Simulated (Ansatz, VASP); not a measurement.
**SnSe2 in two plane-wave programs**

One calculation is typed for both programs; each brings its own data sets and cutoff. How far apart do they land?

Calculated with Ansatz 0.2.0; plane waves, with VASP 6.6.1 beside it; single point at PBE, single point at LDA and single point at PBE, spin-orbit coupling.

### Step 1. The starting structure

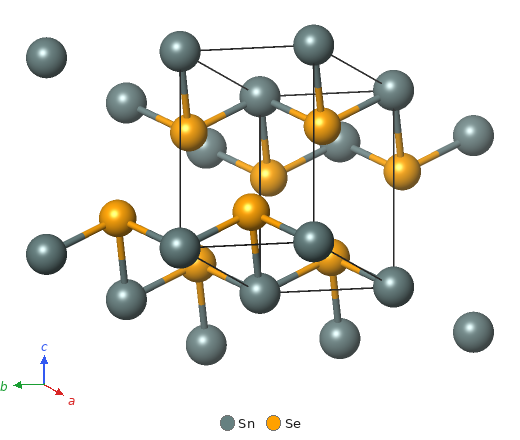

The starting structure, seen from a free direction (tin teal, selenium orange). 2×2×1 cells are drawn. Bonds to atoms that aren't drawn are left out. Some periodic images of atoms are drawn too.

### Step 2. Ansatz: single point, PBE

Ansatz runs on its default PAW (the set named soft_2) files.

With cell and atoms fixed, the geometry can't cause a difference; cores, projectors, grids and the points listed under the comparison can.

The input, input.yaml:

```yaml
crystal:
  lattice:
    - [3.811, 0.0, 0.0]
    - [-1.9055, 3.3004228138, 0.0]
    - [0.0, 0.0, 6.136]
  atoms:
    - { symbol: Sn, position: [0.0, 0.0, 0.0] }
    - { symbol: Se, position: [0.6666666667, 0.3333333333, 0.751] }
    - { symbol: Se, position: [0.3333333333, 0.6666666667, 0.249] }
hamiltonian:
  xc: pbe
  pseudopotentials: { kind: paw }
kpoints:
  mp_grid: { grid: [7, 7, 4] }
scf:
  occupations: { method: gaussian, width: 0.05 }
  n_extra_bands: 4
output:
  forces: true
  stress: true
  eigenvalues: true
```

Started as:

```console
$ ansatz run input.yaml --threads 2 --pin off --max-ram 4608MiB --backend cpu --events-out ev --progress --plain --runs-dir out
```

Numbers of over 12 decimals in the logs are rounded to 6 here.

What it wrote:

```text
scf.n_extra_bands = 4 over 23 filled bands (N_el = 46.0): the run solves 27 bands
Engine: ansatz 0.2.0, x86_64-unknown-linux-gnu
Pseudopotentials: kind: paw
Pseudopotential: Sn, paw, valence charge 14, recommended cutoff 420 eV (normal), Sn.paw.azcp
Pseudopotential: Se, paw, valence charge 16, recommended cutoff 420 eV (normal), Se.paw.azcp
Functional definition: PBE
  parameter kappa = 0.804
  parameter beta = 0.066725
  exchange = pbe_x(kappa = kappa, mu = beta*pi^2/3)
  correlation = pbe_c(beta = beta)
Crystal: 3 atoms, lattice volume = 77.178 Å³
Basis set: ecut = 420 eV, 1485 PW (Γ), exchange–correlation on 54×54×90 points (8 copies of the dense FFT grid, shifted against one another)
Bands: 27, of which v1, the nominal top of the filled ones, is band 23 counted from 1 (22 counted from 0)
Symmetry: 12 space group operations
Space group: P-3m1 (ITA 164), of the structure as read, at distance tolerance 4.3e-5 Å
k-points: 28 of 196
Non-local potential: Sn, projectors of the file, l = 0: 2, l = 1: 2, l = 2: 2, l = 3: 2
Non-local potential: Se, projectors of the file, l = 0: 2, l = 1: 2, l = 2: 3, l = 3: 1
PAW form: soft (Blöchl's): semilocal exchange-correlation on the pseudo side does not see the compensation charge
PAW one-centre angular grid: Sn, 590 points (default); XC on 64 Gauss nodes
PAW one-centre angular grid: Se, 590 points (default); XC on 64 Gauss nodes
Initial density: superposition of atomic densities (neutral atoms: chi_scale 0, normalization atom), corrected by the library's trained network
Initial wavefunctions: pseudopotential atomic-orbital guess
Functional: x = pbe(κ = 0.804, μ = 0.219515), c = pbe(β = 0.066725)
SCF iter   1: F=—  HF=-16963.271525 eV  |F-HF|=—  |Δ(HF+E_count)|=         —  Δρ=1.54e-3  dr2=2.71e-3  ethr=1.77e-3  ⟨swp⟩=6.2  Hψ=3298  notcnv=0
preconditioner: auto → Resta (q_TF=auto, 2.503 Å⁻¹)  ε∞=2.9  [insulator: Δε(μ)=0.833 eV  Ē_g=15.756 eV  σ=0.050 eV  W_gap=1.00  n_scr=22 (ndim 8)  ℏωp=21.6 eV  f_vac=0.080  D(μ)=0.00/eV (n_scr^D=0)  ε∞_Penn≈2.9]
SCF iter   2: F=—  HF=-16963.270244 eV  |F-HF|=—  |Δ(HF+E_count)|=   1.28e-3  Δρ=7.17e-4  dr2=2.45e-4  ethr=5.88e-6  ⟨swp⟩=2.5  Hψ=1546  notcnv=0
SCF iter   3: F=—  HF=-16963.270351 eV  |F-HF|=—  |Δ(HF+E_count)|=   1.06e-4  Δρ=3.19e-4  dr2=4.07e-5  ethr=5.33e-7  ⟨swp⟩=2.0  Hψ=1400  notcnv=0
SCF iter   4: F=—  HF=-16963.270377 eV  |F-HF|=—  |Δ(HF+E_count)|=   2.63e-5  Δρ=1.04e-4  dr2=5.03e-6  ethr=8.85e-8  ⟨swp⟩=2.1  Hψ=1020  notcnv=0
SCF iter   5: F=—  HF=-16963.270382 eV  |F-HF|=—  |Δ(HF+E_count)|=   5.56e-6  Δρ=1.87e-5  dr2=2.77e-7  ethr=1.09e-8  ⟨swp⟩=2.0  Hψ=980  notcnv=0
SCF iter   6: F=-16963.270383 eV  HF=-16963.270383 eV  |F-HF|=2.73e-8  |Δ(HF+E_count)|=   3.22e-7  Δρ=6.15e-6  dr2=3.87e-8  ethr=2.17e-10  ⟨swp⟩=5.6  Hψ=3323  notcnv=0
SCF 1 converged in 6 iterations: F = -16963.270383 eV  dr2 = 3.87e-8
  greatest PAW one-centre occupation: 1.000 electrons in one spin orbital (limit 2), on the Se atom at site 2 (counted from 0), in its partial waves of l = 2
SCF converged after 6 iterations
Free energy (F): -16963.270383 eV
Harris-Foulkes:  -16963.270383 eV  (|F-HF|=2.73e-8)
Internal energy: -16963.270383 eV  (E = F + TS)
E sigma→0 (E₀):  -16963.270383 eV
Fermi energy:    8.511420 eV
--- Per-component energies (eV) ---
  E_band       = -857.711764
  E_kinetic    = 426.748167
  E_local      = -6101.138704  (includes V_loc(G=0)·N_el)
  E_nonlocal   = -1222.493673
  E_hartree    = 3128.185658
  E_xc         = -590.531881
  E_vxc        = -292.290511  (∫ρ·V_xc dr)
  E_paw        = -7963.844105  (= ΣΔE_a)
  E_vpaw       = 75.096073  (= ΣTr[D̂ρ^β])
  E_aug_tail   = -0.001222  (compensation charges beyond the density's cutoff)
  E_ewald      = -4640.194622
  E_smearing   = -0.000000  (= −TS)
  E_closure    = 0.000000  (closes the sum)
  Σ components = -16963.270383   (vs F -16963.270383, Δ=0.00e0)
--- Forces (eV/Å), atoms counted from 1 ---
  atom   1  Sn     0.00000000     0.00000000     0.00000000
  atom   2  Se    -0.00000000    -0.00000000    -0.78567254
  atom   3  Se     0.00000000     0.00000000     0.78567254
  max |Σ_I F_I| component: 1.39e-17 eV/Å
--- Stress (GPa, compression-positive) ---
        5.056356      -0.000000      -0.000000
       -0.000000       5.056356       0.000000
       -0.000000       0.000000       6.524787
  P = ⅓ Tr σ = 5.5458 GPa (55.458 kbar)
--- Band table (eV; the first three rows and the last of 28) ---
  k-point 0: bands = [... 19 lower, 7.4156, 7.7213, 7.7213, 8.1061, 9.2097, 11.0659, 12.7591, 12.7591]
  k-point 1: bands = [... 19 lower, 7.3627, 7.3627, 7.8049, 7.8049, 10.0605, 11.0714, 12.6201, 12.6201]
  k-point 2: bands = [... 19 lower, 7.3250, 7.3250, 7.8743, 7.8743, 10.5656, 11.0372, 12.4887, 12.4887]
  k-point 27: bands = [... 19 lower, 4.0827, 4.7682, 7.5822, 7.7661, 10.5557, 12.6995, 13.2128, 14.3519]
```

Wall time 1.3 s (2 threads of AMD EPYC 7B13 (Zen 3), shared host); peak memory 0.44 GiB.

Reading the cycles: dr2 is the Hartree energy of the density residual (eV), the measure of convergence; HF is the Harris–Foulkes estimate of the energy, which meets the free energy F at convergence.

The run ends at a pressure of 5.55 GPa, with forces up to 0.79 eV/Å.

### Step 3. VASP: single point, PBE

The same cell, functional, mesh and smearing now go to VASP, with its own data sets and cutoff.

Lines of VASP's logs that name or quote its potential files are left out, and so is its time.

The input, INCAR:

```
SYSTEM = SnSe2
PREC = Accurate
ENCUT = 400
EDIFF = 1E-07
NELM = 100
ISMEAR = 0
SIGMA = 0.05
LREAL = .FALSE.
ALGO = Normal
GGA = PE
NBANDS = 19
LORBIT = 11
LWAVE = .FALSE.
LCHARG = .FALSE.
KPAR = 4
```

The input, POSCAR:

```
SnSe2
1.0
    3.8110000000      0.0000000000      0.0000000000
   -1.9055000000      3.3004228138      0.0000000000
    0.0000000000      0.0000000000      6.1360000000
Sn Se
1 2
Direct
    0.0000000000      0.0000000000      0.0000000000
    0.6666666667      0.3333333333      0.7510000000
    0.3333333333      0.6666666667      0.2490000000
```

The input, KPOINTS:

```
Automatic mesh
0
Gamma
7 7 4
0 0 0
```

PAW data sets: Sn_d and Se (PBE family, release 64).

Started as:

```console
$ mpirun -np 4 vasp_std
```

What it wrote:

```text
[banner, memory and clock lines left out]
running    4 mpi-ranks, on    1 nodes
 distrk:  each k-point on    1 cores,    4 groups
 distr:  one band on    1 cores,    1 groups

 POSCAR found type information on POSCAR SnSe
 POSCAR found :  2 types and       3 ions
 LDA part: xc-table for (Slater+PW92), standard interpolation
 POSCAR, INCAR and KPOINTS ok, starting setup
 FFT: planning ... GRIDC
 FFT: planning ... GRID_SOFT
 FFT: planning ... GRID
 WAVECAR not read
 entering main loop
       N       E                     dE             d eps       ncg     rms          rms(c)
DAV:   1     0.184836856356E+03    0.18484E+03   -0.10669E+04  1073   0.129E+03
DAV:   2     0.810553992458E+01   -0.17673E+03   -0.17145E+03  1154   0.349E+02
DAV:   3    -0.114024892208E+02   -0.19508E+02   -0.19215E+02  1325   0.108E+02
DAV:   4    -0.120053135234E+02   -0.60282E+00   -0.60198E+00  1288   0.201E+01
DAV:   5    -0.120194085818E+02   -0.14095E-01   -0.14094E-01  1456   0.314E+00    0.524E+00
DAV:   6    -0.117615826895E+02    0.25783E+00   -0.51097E-01  1609   0.789E+00    0.338E+00
DAV:   7    -0.117404762411E+02    0.21106E-01   -0.17632E-01  1265   0.277E+00    0.100E+00
DAV:   8    -0.117401617518E+02    0.31449E-03   -0.13035E-02  1326   0.120E+00    0.290E-01
DAV:   9    -0.117406656840E+02   -0.50393E-03   -0.15447E-03  1190   0.295E-01    0.881E-02
DAV:  10    -0.117406756615E+02   -0.99775E-05   -0.11237E-04  1435   0.788E-02    0.347E-02
DAV:  11    -0.117407084267E+02   -0.32765E-04   -0.45168E-05  1139   0.389E-02    0.644E-03
DAV:  12    -0.117407093550E+02   -0.92833E-06   -0.23587E-06  1415   0.117E-02    0.590E-03
DAV:  13    -0.117407098932E+02   -0.53812E-06   -0.22898E-06  1139   0.845E-03    0.254E-03
DAV:  14    -0.117407099705E+02   -0.77326E-07   -0.55877E-08   981   0.148E-03
   1 F= -.11740710E+02 E0= -.11740710E+02  d E =-.199991E-16
```

Parts of OUTCAR (step 3):

```text
ion  position               nearest neighbor table
   1  0.000  0.000  0.000-   2 2.68   3 2.68   3 2.68   2 2.68   2 2.68   3 2.68
   2  0.667  0.333  0.751-   1 2.68   1 2.68   1 2.68
   3  0.333  0.667  0.249-   1 2.68   1 2.68   1 2.68

  LATTYP: Found a hexagonal cell.
 ALAT       =     3.8110000000
 C/A-ratio  =     1.6100760955

 Subroutine GETGRP returns: Found 12 space group operations
 (whereof 12 operations were pure point group operations)

The static configuration has the point symmetry D_3d.

 Found     28 irreducible k-points:

   k-points           NKPTS =     28   k-points in BZ     NKDIM =     28   number of bands    NBANDS=     19

   dimension x,y,z NGX =    28 NGY =   28 NGZ =   40
   dimension x,y,z NGXF=    56 NGYF=   56 NGZF=   80

   ENCUT  =  400.0 eV  29.40 Ry    5.42 a.u.   6.21  6.21 10.01*2*pi/ulx,y,z

   NELECT =      26.0000    total number of electrons

 k-points in reciprocal lattice and weights: Automatic mesh
   0.00000000  0.00000000  0.00000000       0.005
   0.14285714  0.00000000  0.00000000       0.031
   0.28571429 -0.00000000  0.00000000       0.031
   0.42857143 -0.00000000  0.00000000       0.031
   0.14285714  0.14285714  0.00000000       0.031
   0.28571429  0.14285714  0.00000000       0.061
   0.42857143  0.14285714  0.00000000       0.031
   0.28571429  0.28571429  0.00000000       0.031
   0.00000000  0.00000000  0.25000000       0.010
[...]
0.42857143  0.14285714  0.50000000       0.031
   0.28571429  0.28571429  0.50000000       0.031

 average (electrostatic) potential at core
       1-102.6794       2 -53.3427       3 -53.3427

 E-fermi :   4.4470

 k-point     1 :       0.0000    0.0000    0.0000
  band No.  band energies     occupation
    ...
      9       3.4717      2.00000
     10       3.4717      2.00000
     11       3.7788      2.00000
     12       3.7788      2.00000
     13       4.1718      2.00000
     14       5.2609      0.00000
     15       7.1146      0.00000
     16       8.8089      0.00000
     17       8.8089      0.00000
     18      12.3026      0.00000
    ...

 k-point     2 :       0.1429    0.0000    0.0000
  band No.  band energies     occupation
    ...
      9       1.7935      2.00000
     10       2.7907      2.00000
     11       2.8572      2.00000
     12       4.0458      2.00000
     13       4.1637      2.00000
     14       6.4054      0.00000
     15       7.8353      0.00000
     16       8.7579      0.00000
     17       9.1926      0.00000
     18      11.6497      0.00000
    ...

 k-point     3 :       0.2857   -0.0000    0.0000
  band No.  band energies     occupation
    ...
      9       0.3173      2.00000
     10       1.5623      2.00000
     11       2.0048      2.00000
     12       3.8372      2.00000
     13       4.0068      2.00000
     14       5.9503      0.00000
     15       8.1812      0.00000
     16       9.6558      0.00000
     17      10.0669      0.00000
     18      10.7049      0.00000
    ...

  Total        2.4638654      2.4638654      3.1745321     -0.0000000      0.0000000      0.0000000
  in kB       51.1485919     51.1485919     65.9016702     -0.0000000      0.0000000      0.0000000
  external PRESSURE =      56.0662847 kB  Pullay stress =       0.0000000 kB

  energy-cutoff  :      400.00
  volume of cell :       77.18
      direct lattice vectors                 reciprocal lattice vectors
     3.811000000  0.000000000  0.000000000     0.262398321  0.151495741  0.000000000
    -1.905500000  3.300422814  0.000000000     0.000000000  0.302991482  0.000000000
     0.000000000  0.000000000  6.136000000     0.000000000  0.000000000  0.162972621

 POSITION                                       TOTAL-FORCE (eV/Angst)
 -----------------------------------------------------------------------------------
      0.00000      0.00000      0.00000        -0.000000      0.000000      0.000000
      1.90550      1.10014      4.60814        -0.000000      0.000000     -0.805522
     -0.00000      2.20028      1.52786         0.000000     -0.000000      0.805522
 -----------------------------------------------------------------------------------
    total drift:                                0.000000      0.000000     -0.000000

  FREE ENERGIE OF THE ION-ELECTRON SYSTEM (eV)
  ---------------------------------------------------
  free  energy   TOTEN  =       -11.7407099705 eV

  energy  without entropy=      -11.7407099705  energy(sigma->0) =      -11.74070997

 total charge
# of ion       s       p       d       tot
------------------------------------------
    1        1.052   1.062  10.117  12.231
    2        1.483   2.335   0.030   3.848
    3        1.483   2.335   0.030   3.848
--------------------------------------------------
tot          4.019   5.733  10.176  19.928

[... 3 further parts left out ...]
```

The run ends at a pressure of 5.61 GPa, with forces up to 0.81 eV/Å.

### Step 4. Comparison

Known differences besides the PAW data sets themselves: the data sets hold 46 valence electrons in Ansatz (default PAW (the set named soft_2) files) and 26 in VASP; the cutoff is 420 eV in Ansatz and 400 eV in VASP; VASP leaves aspherical gradient terms in its spheres out (LASPH is not set), Ansatz keeps them. Total energies have different zeros and are not compared.

Compared:

```tsv
quantity	Ansatz	VASP	difference
pressure (GPa)	5.55	5.61	-0.06
gap on the k mesh (eV)	0.814	0.802	+0.012
```

Forces (eV/Å; atoms numbered as in POSCAR):

```tsv
atom	Ansatz x, y, z	VASP x, y, z
Sn1	0.000, 0.000, 0.000	0.000, 0.000, 0.000
Se2	0.000, 0.000, -0.786	0.000, 0.000, -0.806
Se3	0.000, 0.000, 0.786	0.000, 0.000, 0.806
```

The forces differ by 9.4 meV/Å r.m.s., which is 2.5 % of the r.m.s. force of 0.38 eV/Å (both taken over all components). Ansatz's pressure holds a Pulay correction of 0.04 GPa; VASP's holds none.

### Step 5. VASP: single point, LDA

With cell and atoms fixed, the geometry can't cause a difference; cores, projectors, grids and the points listed under the comparison can.

INCAR: that of step 3 with these lines changed.

```diff
@@ -9,5 +9,4 @@
 ALGO = Normal
-GGA = PE
-NBANDS = 19
-LORBIT = 11
+GGA = CA
+NBANDS = 48
 LWAVE = .FALSE.
@@ -15 +14,4 @@
 KPAR = 4
+LOPTICS = .TRUE.
+NEDOS = 2000
+CSHIFT = 0.2
```

POSCAR is that of step 3.

The input, KPOINTS:

```
Automatic mesh
0
Gamma
10 10 5
0 0 0
```

Started as:

```console
$ mpirun -np 4 vasp_std
```

What it wrote:

```text
[banner, memory and clock lines left out]
running    4 mpi-ranks, on    1 nodes
[...]
|                                                                             |
|               ----> ADVICE to this user running VASP <----                  |
|                                                                             |
|     You enforced a specific xc type in the INCAR file but a different       |
|     [... a line on the potential file left out ...]
|     I HOPE YOU KNOW WHAT YOU ARE DOING!                                     |
|                                                                             |

 LDA part: xc-table for (Slater(with rela. corr.)+CA(PZ))
 , standard interpolation
 POSCAR, INCAR and KPOINTS ok, starting setup
[...]
entering main loop
       N       E                     dE             d eps       ncg     rms          rms(c)
DAV:   1     0.212196137047E+03    0.21220E+03   -0.77800E+03  6904   0.518E+02
DAV:   2     0.161603837350E+02   -0.19604E+03   -0.17660E+03  6040   0.236E+02
DAV:   3    -0.131481604379E+02   -0.29309E+02   -0.28791E+02  6568   0.574E+01
DAV:   4    -0.141404123456E+02   -0.99225E+00   -0.99132E+00  6720   0.112E+01
[...]
DAV:  11    -0.138184053461E+02   -0.31205E-05   -0.36615E-06  6512   0.623E-03    0.503E-03
DAV:  12    -0.138184051011E+02    0.24504E-06   -0.34049E-07  6976   0.213E-03    0.234E-03
DAV:  13    -0.138184051373E+02   -0.36190E-07   -0.10666E-07  6384   0.136E-03
   1 F= -.13818405E+02 E0= -.13818405E+02  d E =-.448511E-12
 optical routines
 imaginary and real dielectric function
 recalculating local potential from charge density
 direction            1
 direction            2
 direction            3
```

Parts of OUTCAR (step 5):

```text
  Total        0.2552162      0.2552162      1.0634699     -0.0000000      0.0000000      0.0000000
  in kB        5.2981579      5.2981579     22.0770945     -0.0000000      0.0000000      0.0000000
  external PRESSURE =      10.8911368 kB  Pullay stress =       0.0000000 kB

 POSITION                                       TOTAL-FORCE (eV/Angst)
 -----------------------------------------------------------------------------------
      0.00000      0.00000      0.00000        -0.000000      0.000000      0.000000
      1.90550      1.10014      4.60814         0.000000     -0.000000     -0.532170
     -0.00000      2.20028      1.52786        -0.000000      0.000000      0.532170
 -----------------------------------------------------------------------------------
    total drift:                                0.000000      0.000000     -0.000000

  FREE ENERGIE OF THE ION-ELECTRON SYSTEM (eV)
  ---------------------------------------------------
  free  energy   TOTEN  =       -13.8184051373 eV

  energy  without entropy=      -13.8184051373  energy(sigma->0) =      -13.81840514

[... 1 part as in an earlier step ...]

[... 2 further parts left out ...]
[key lines of the parts left out:]
E-fermi :   4.1710
```

### Step 6. Ansatz: single point, LDA

The same cell, functional (in two slightly different forms), mesh and smearing now go to Ansatz, which takes its cutoff from its data sets.

input.yaml: that of step 2 with these lines changed.

```diff
@@ -10,6 +10,6 @@
 hamiltonian:
-  xc: pbe
+  xc: lda
   pseudopotentials: { kind: paw }
 kpoints:
-  mp_grid: { grid: [7, 7, 4] }
+  mp_grid: { grid: [10, 10, 5] }
 scf:
```

Started as:

```console
$ ansatz run input.yaml --threads 2 --pin off --max-ram 4608MiB --backend cpu --events-out ev --progress --plain --runs-dir out
```

What it wrote:

```text
[...]
Crystal: 3 atoms, lattice volume = 77.178 Å³
Basis set: ecut = 420 eV, 1485 PW (Γ)
Bands: 27, of which v1, the nominal top of the filled ones, is band 23 counted from 1 (22 counted from 0)
Symmetry: 12 space group operations
[...]
k-points: 58 of 500
[...]
--- Band table (eV; the first three rows and the last of 58) ---
  k-point 0: bands = [... 19 lower, 7.1114, 7.4374, 7.4374, 7.8111, 8.6908, 10.6169, 12.3602, 12.3602]
  k-point 1: bands = [... 19 lower, 7.0730, 7.0730, 7.4980, 7.4980, 9.4126, 10.6209, 12.2624, 12.2624]
  k-point 2: bands = [... 19 lower, 7.0276, 7.0276, 7.5806, 7.5806, 10.0364, 10.5904, 12.1119, 12.1119]
  k-point 57: bands = [... 19 lower, 3.7106, 4.3159, 7.1673, 7.4456, 10.0916, 12.3877, 12.8402, 14.0321]
[key lines of the parts left out:]
SCF converged after 7 iterations
Free energy (F): -16646.993975 eV
Fermi energy:    8.174805 eV
P = ⅓ Tr σ = 0.7875 GPa (7.875 kbar)
```

It took 2.5 s on 2 threads; peak memory 0.47 GiB.

The run ends at a pressure of 0.79 GPa, with forces up to 0.48 eV/Å.

### Step 7. Comparison

What differs besides the data sets and the points named for the pairs above, as far as they apply: the two LDA forms differ slightly; Ansatz makes its cores anew for this functional, VASP keeps those of its PBE data sets. Total energies have different zeros and are not compared.

Compared:

```tsv
quantity	Ansatz	VASP	difference
pressure (GPa)	0.79	1.09	-0.30
gap on the k mesh (eV)	0.642	0.650	-0.008
```

Forces (eV/Å; atoms numbered as in POSCAR):

```tsv
atom	Ansatz x, y, z	VASP x, y, z
Sn1	0.000, 0.000, 0.000	0.000, 0.000, 0.000
Se2	0.000, 0.000, -0.480	0.000, 0.000, -0.532
Se3	0.000, 0.000, 0.480	0.000, 0.000, 0.532
```

The forces differ by 25 meV/Å r.m.s., which is 9.8 % of the r.m.s. force of 0.25 eV/Å (both taken over all components).

### Step 8. Looking for the cause

The difference is large enough to ask for its cause, so further runs change the set-up of one program at a time, as the table lists.

```tsv
run	r.m.s. force difference (% of the r.m.s. force)
as above	9.8
cores kept as stored, as VASP does, whose cores stay as stored	8.2
Ansatz's all-electron LAPW method	9.9
Ansatz's larger PAW set (cutoff 770 eV)	9.9
norm-conserving potentials (cutoff 1170 eV)	6.7
```

(Continued in part 2 of 2.)

[Lines on the potential files, build, host, timing and source positions are cut from VASP's logs without a mark.]

[Logs are printed without paths, hosts, clocks, repeated set-up lines and the standing remarks that a program may print on its own settings, such as how far it seeks lower states.]

[Hosts, paths, dates, database ids (printed as entryN), source tags and the programs' standing remarks are cut or masked in the printed files.]
